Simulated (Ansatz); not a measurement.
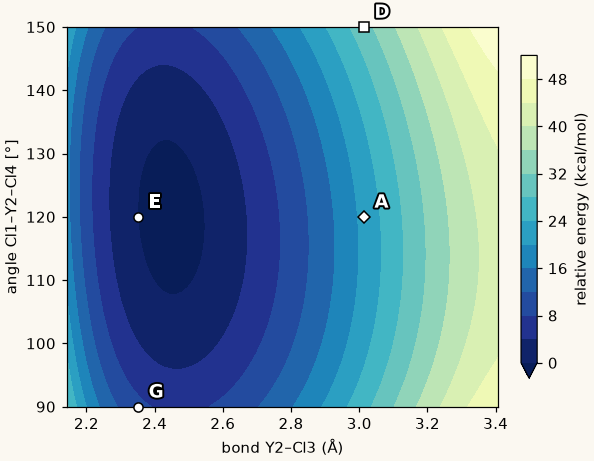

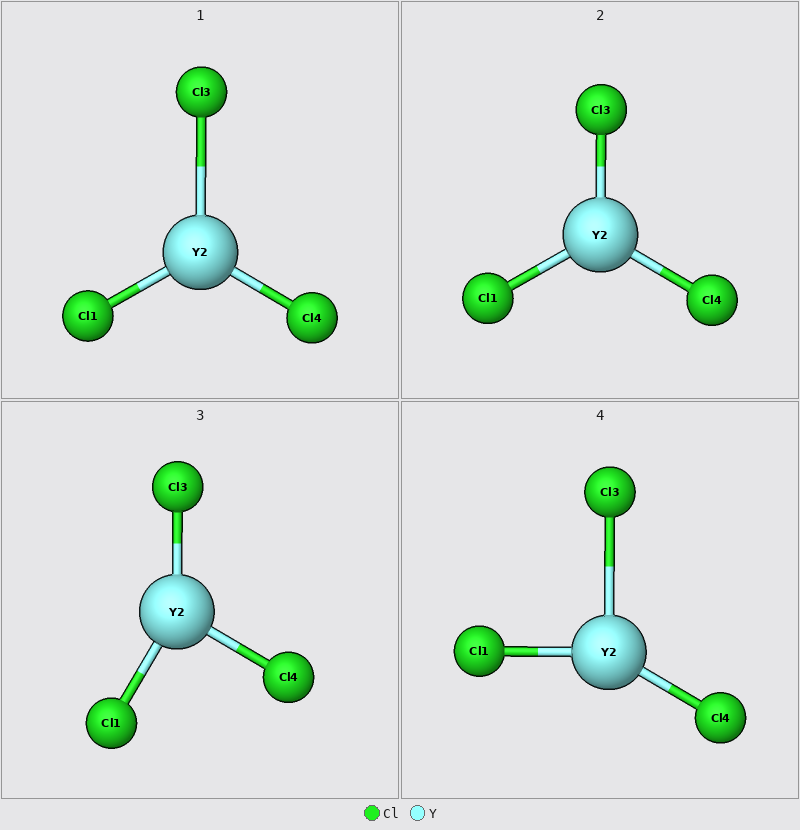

Cl3Y, SMILES [Cl][Y]([Cl])[Cl]. Two internal coordinates are moved rigidly from the geometry relaxed at PBE0-D4/def2-TZVP, all others fixed. Coordinates scanned: (1) bond Y2–Cl3; (2) angle Cl1–Y2–Cl4. The scan uses a 5 × 5 grid. Points are written as (first, second). Energies are in kcal/mol, from the lowest grid point. Level of theory: RKS PBE-D4/def2-TZVPP (Ansatz 0.2.0).

The picture shows filled contours, lettered points. Between grid points the surface is interpolated. The numbered pictures are the structures at these points, in random order.

Which structure belongs to which point?

A is structure 1: (3.013 Å, 120°), 21.1 kcal/mol; D is structure 4: (3.013 Å, 150°), 30.4 kcal/mol; E is structure 2: (2.351 Å, 120°), 0.0 kcal/mol; G is structure 3: (2.351 Å, 90°), 9.1 kcal/mol.
